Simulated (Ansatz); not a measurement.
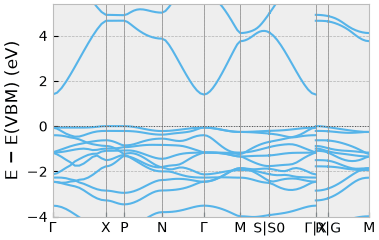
*Band structure from the program Ansatz at the PBEsol level (PAW)*

Task: Read off the gap and where the band edges lie.

Result: About 1.4 eV (1.40 eV by a search for the band edges); maximum at X, minimum at Γ.

The material is MgIn$_{2}$O$_{4}$ in space group I-4 (No. 82; In on 2b, In on 2d, Mg on 2a, O on 8g).

The cell is a constructed one: a structure type filled with these elements; neither database checked (COD, Materials Project) lists it. Its standing as an ambient phase is unchecked. Symmetry was held in the PBEsol relaxation. At this level the phase is mechanically unstable. Spin–orbit coupling is left out wherever it is not named.

Potentials: the earlier of the program's two PAW sets. The files were generated under PBE; for other functionals the program regenerates the frozen cores, and for LDA and PBEsol the local potential too.
